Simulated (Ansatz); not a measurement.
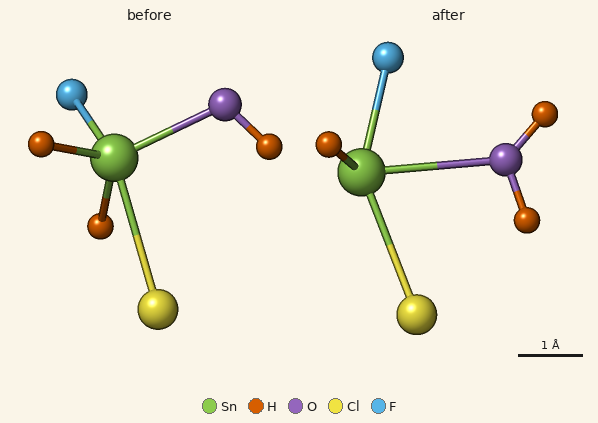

The structure of SnH₃OClF (multiplicity 2) before (left) and after (right) a relaxation, at one scale.

The picture is a ball-and-stick view, seen at a tilt.

The run prepares an end point of a later path (reaction) calculation, from a guessed geometry.

Theory: Ansatz, UKS PBE0-D4/def2-SVP. Set-up: collinear spin; force threshold 0.03 eV/Å; at most 50 steps.

### What changed between the two?

The relaxation stopped without meeting its thresholds, so the last structure isn't shown to be converged. It used up its limit of 50 steps. An H atom moves most after the best rigid fit: 2.41 Å. Largest moves by element: H 2.41 Å, O 1.07 Å, Sn 0.90 Å, F 0.80 Å, Cl 0.66 Å. Among the contacts that change: H–O 3.222 → 1.030 Å, H–Sn 1.770 → 2.727 Å, O–Sn 1.961 → 2.283 Å, Cl–Sn 2.495 → 2.431 Å. New bonds form, among them: H–O (3.22 → 1.03 Å). Bonds break, among them: H–Sn (1.77 → 2.73 Å). Among the angles between lasting bonds that change: O–Sn–F 102.1° → 74.0°, O–Sn–Cl 98.7° → 73.7°, Sn–O–H 111.3° → 134.3°. The energy falls by 47.3 kcal/mol in 43 accepted moves (49 points after the start). The largest force component goes from 1 to 1.8 eV/Å. The line search rejected the trial steps at points 13, 17, 20, 23, 29, 33 of the run. The forces were under the threshold at step 28, but the run went on from there. Cost: 92 s on 4 threads of Arm Neoverse V2 (shared host), peak memory 0.27 GiB.
